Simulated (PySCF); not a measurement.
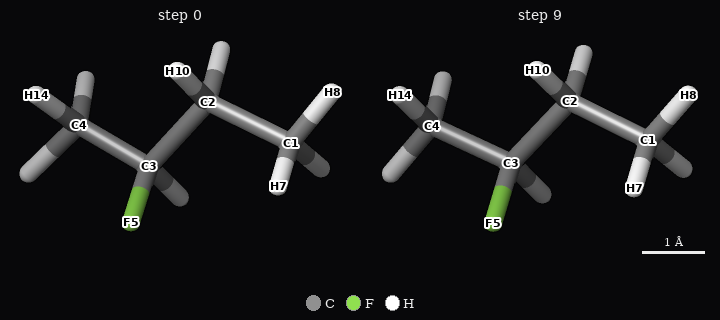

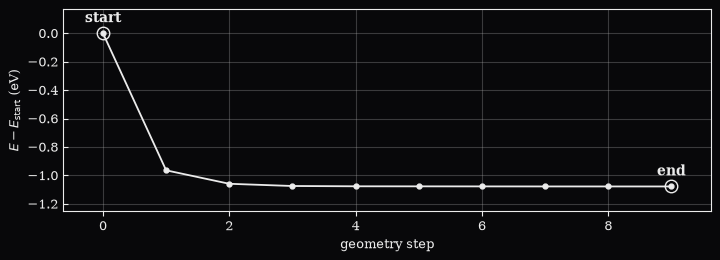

First and last geometry of a relaxation of CH₃CH₂CHFCH₃, with the history of the run. The picture is a stick view, seen from a free direction.

The start comes from MMFF94s. Its atoms were then displaced at random by about 0.03 Å.

Computed with PySCF, PBE0-D3(BJ)/def2-SVP geometry optimisation, gas phase. 

Q: Read the history and describe the run.

A: It converged. The atom that moves furthest after the best rigid fit is a C atom (0.12 Å). Largest moves by element: C 0.12 Å, H 0.10 Å, F 0.04 Å. Near-neighbour distances that change, for instance: C–H 1.244 → 1.099 Å, C–C 1.397 → 1.511 Å, C–C 1.606 → 1.519 Å, C–H 1.022 → 1.099 Å. Bond angles that change, for instance: H–C–H 98.8° → 108.3°, C–C–H 119.1° → 110.4°, C–C–H 103.4° → 111.3°. The energy falls by 1.078 eV in 9 geometry steps.

| step | E − E(0), eV |
| --- | --- |
| 0 | 0.0000 |
| 1 | -0.9644 |
| 2 | -1.0592 |
| 3 | -1.0748 |
| 4 | -1.0769 |
| 5 | -1.0773 |
| 6 | -1.0776 |
| 7 | -1.0779 |
| 8 | -1.0780 |
| 9 | -1.0781 |
